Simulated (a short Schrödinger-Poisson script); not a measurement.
Structure: MOS inversion layer, SiO2 on p-type Si(100), at 400 K.

| layer | material | thickness (nm) | Na (cm⁻³) |
|---|---|---|---|
| 1 | SiO2 | 0.6 | - |
| 2 | Si | 1100 | 1.4e17 |

The device is made up for the run: typed textbook-type constants, with dimensions and the other settings drawn at random. SiO2: permittivity 3.9, conduction-band edge (eV) 3.15, gap (eV) 9, electron mass (mₑ) 0.5. Si: permittivity 11.7, conduction-band edge (eV) 0, gap (eV) 1.124, Nv at 300 K (cm⁻³) 3.1e19.

Channel valleys (confinement mass, in-plane density-of-states mass, number): Δ2 0.916, 0.19, 2; Δ4 0.19, 0.417, 4. At the gate the conduction-band edge of layer 1 lies 3.63 eV − eVg above the Fermi level of the channel; the field vanishes at the back. Gaps are held at their typed values at every temperature. Mesh 0.03 nm at interfaces.

Solved with a short Schrödinger-Poisson script written for these runs: 1D Poisson equation in equilibrium, electrons quantum, Hartree (BenDaniel-Duke, 12 states a valley, the channel's in-plane mass for all, wave functions ending at the dielectric), parabolic valleys, classical holes, full ionisation, no traps, pinning or gate leakage.

Only gate voltages with over 1e8 electrons/cm² are shown.

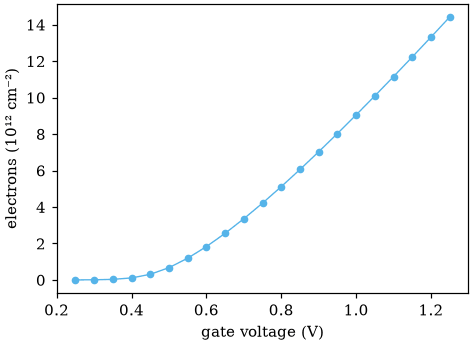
Figure: Sheet density against gate voltage

```
Vg (V)  electrons (cm⁻²)  C (μF/cm²)  Δ2 E0 (meV)  Δ2 E1 (meV)  Δ4 E0 (meV)  Δ4 E1 (meV)
------  ----------------  ----------  -----------  -----------  -----------  -----------
0.25              2.28e9       0.142        311.7        349.8        346.8        409.7
0.3               8.69e9       0.163        264.5        303.7        300.7        365.3
0.35             3.23e10       0.250        218.1        258.5        255.4        321.8
0.4              1.10e11       0.505        174.4        216.4        213.2        281.6
0.45             3.09e11       0.970        136.6        181.3        178.0        248.9
0.5              6.74e11        1.48        106.7        155.3        151.9        225.7
0.55             1.19e12        1.90         83.5        136.8        133.2        210.3
0.6              1.83e12        2.22         64.9        123.4        119.7        199.9
0.65             2.56e12        2.47         49.6        113.3        109.5        192.6
0.7              3.36e12        2.67         36.5        105.4        101.6        187.3
0.75             4.21e12        2.83         25.1         99.0         95.1        183.3
0.8              5.12e12        2.96         14.8         93.7         89.7        180.2
0.85             6.06e12        3.07          5.5         89.1         85.1        177.6
0.9              7.03e12        3.16         -3.1         85.1         81.1        175.6
0.95             8.03e12        3.24        -11.2         81.6         77.5        173.8
1                9.05e12        3.31        -18.8         78.4         74.3        172.3
1.05             1.01e13        3.37        -26.1         75.4         71.3        170.9
1.1              1.12e13        3.42        -33.1         72.7         68.6        169.8
1.15             1.22e13        3.47        -39.8         70.2         66.0        168.7
1.2              1.33e13        3.51        -46.3         67.8         63.6        167.7
1.25             1.44e13        3.55        -52.7         65.5         61.2        166.9
```

Subbands count from the Fermi level.
